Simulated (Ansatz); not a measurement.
ZrNH5O2F2: several calculations on one system

Part 1: Relaxation

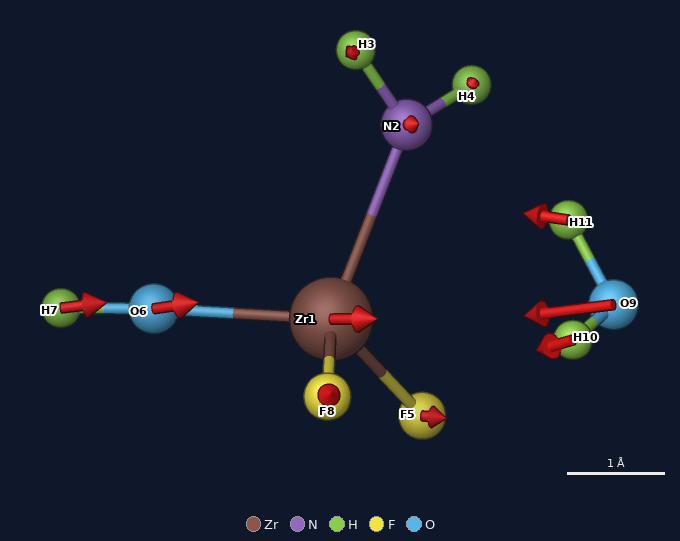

A relaxation of ZrNH$_{5}$O$_{2}$F$_{2}$. The starting structure is drawn; red arrows show the displacements, magnified 2 times. The two geometries are superimposed by the best rigid fit.

Style: ball-and-stick. Shown from a free direction.

The run prepares an end point of a later path (reaction) calculation, from a guessed geometry.

Computed with Ansatz 0.2.0, RKS PBE-D4/def2-SVP.

Input file:
```yaml
crystal:
  periodic: [false, false, false]
  atoms:
    - { symbol: Zr, position_ang: [-0.046451, 0.117978, 0.043884] }
    - { symbol: "N", position_ang: [-0.033293, 0.054158, 2.205266] }
    - { symbol: H, position_ang: [-0.882026, 0.126839, 2.779184] }
    - { symbol: H, position_ang: [0.753878, 0.385365, 2.776681] }
    - { symbol: F, position_ang: [1.67751, 0.556907, -0.664147] }
    - { symbol: O, position_ang: [-1.275521, 1.469528, -0.518292] }
    - { symbol: H, position_ang: [-1.992432, 2.028814, -0.847417] }
    - { symbol: F, position_ang: [-0.805937, -1.538587, -0.602391] }
    - { symbol: O, position_ang: [1.512196, -2.460429, 1.277443] }
    - { symbol: H, position_ang: [0.840389, -3.024288, 0.846578] }
    - { symbol: H, position_ang: [0.962086, -1.951885, 1.93311] }
basis:
  gaussian: { orbitals: def2-SVP }
hamiltonian:
  xc: pbe
  dispersion: d4
relax:
  f_tol: 0.03
  max_steps: 50
```

Command:
```bash
ansatz run input.yaml --threads 4 --pin off --max-ram 5120MiB --backend cpu --events-out ev --progress --plain --runs-dir out
```

### Atoms of which element are displaced furthest, and by how much?

Oxygen: up to 0.55 Å, against 0.28 Å for zirconium.

### Describe the change and its energy.

O9 moves most after the best rigid fit: 0.55 Å. Largest moves by element: O 0.55 Å, Zr 0.28 Å, H 0.28 Å, F 0.15 Å, N 0.09 Å. Among the contacts that change: Zr1–O9 3.256 → 2.428 Å, Zr1–H10 3.362 → 2.820 Å, Zr1–H11 2.978 → 2.484 Å, Zr1–N2 2.162 → 2.104 Å. New bonds form, among them: Zr1–O9 (3.26 → 2.43 Å). Bond angles that change, for instance: N2–Zr1–O6 108.6° → 102.7°, O6–Zr1–F8 104.8° → 98.9°, F5–Zr1–F8 115.2° → 120.7°. After 8 geometry steps the energy has fallen by 0.433 eV. Largest force component: 1.5 eV/Å at the start, 0.014 eV/Å at the end. The run took 17 s on 4 threads of Arm Neoverse V1 (shared host), peak memory 0.18 GiB.

Limits of the set-up: the start holds two separate molecules, 2.3 Å apart at their closest, whose relative position is a soft coordinate.

Part 2: Relaxation

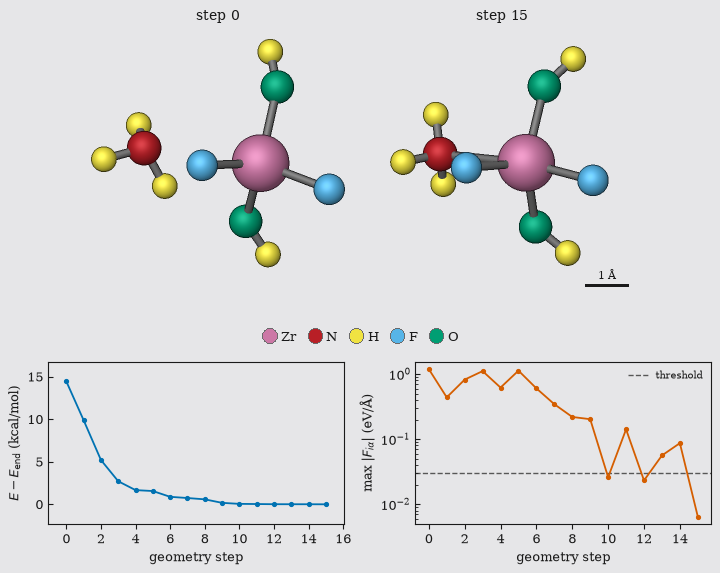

First and last geometry of a relaxation of ZrNH$_{5}$O$_{2}$F$_{2}$, with the history of the run. A ball-and-stick model, seen at a tilt.

The run prepares an end point of a later path (reaction) calculation, from a guessed geometry.

These are results of RKS PBE-D4/def2-SVP in Ansatz, not measurements. Set-up: no spin polarisation; force threshold 0.03 eV/Å; at most 50 steps.

> Read the history and describe the run.

It converged. After 15 geometry steps the energy has fallen by 14.4 kcal/mol. Largest force component: 1.2 eV/Å at the start, 0.0065 eV/Å at the end. The forces were under the threshold at step 10, but the run went on from there. The atom that moves furthest after the best rigid fit is an H atom (0.80 Å). Largest moves by element: H 0.80 Å, F 0.56 Å, Zr 0.53 Å, O 0.52 Å, N 0.42 Å. Among the contacts that change: H–Zr 4.136 → 3.028 Å, H–Zr 4.028 → 3.013 Å, N–Zr 3.394 → 2.463 Å, H–Zr 3.229 → 2.944 Å. New bonds form, among them: N–Zr (3.39 → 2.46 Å). Among the angles between lasting bonds that change: F–Zr–O 104.5° → 96.1°, Zr–O–H 155.7° → 148.1°, F–Zr–O 111.7° → 119.0°. The run took 28 s on 4 threads of Arm Neoverse V1, on a shared host, peak memory 0.19 GiB.

Limits of the set-up: the start holds two separate molecules, 2.2 Å apart at their closest, whose relative position is a soft coordinate.

Part 3: Path

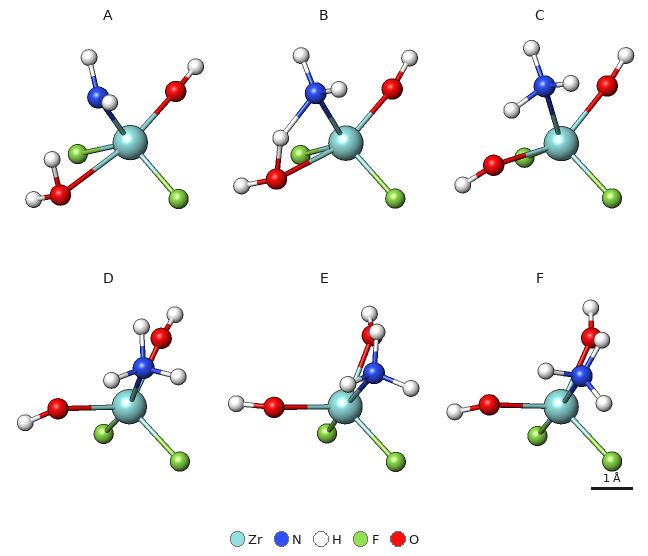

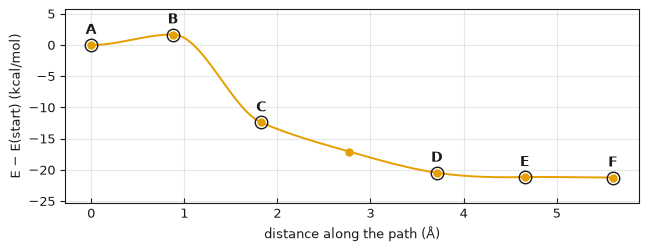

A search for the minimum-energy path of ZrNH5O2F2 by the nudged elastic band. Images are numbered from 0 (start) to 6 (end). Frames A to F are images 0, 1, 2, 4, 5, 6. The picture is a ball-and-stick view, seen from a free direction.

These are results of Ansatz 0.2.0, RKS PBE-D4/def2-SVP, not measurements. Set-up: 5 movable images; climbing image; force threshold 0.05 eV/Å; iteration limit 60; starting path through a guess of the saddle point.

### Describe the mechanism and the energy profile.

The highest point, image 1, lies 1.7 kcal/mol above the start and 22.9 kcal/mol above the end; the end is at −21.2 kcal/mol relative to the start. A hydrogen atom shifts from one atom to another. Breaking: H–O (1.00 → 2.54 Å). Forming: H–N (1.93 → 1.03 Å). The band is converged.

The run took 3.3 min on 4 threads of Arm Neoverse V1, with other jobs on the host, peak memory 0.19 GiB.
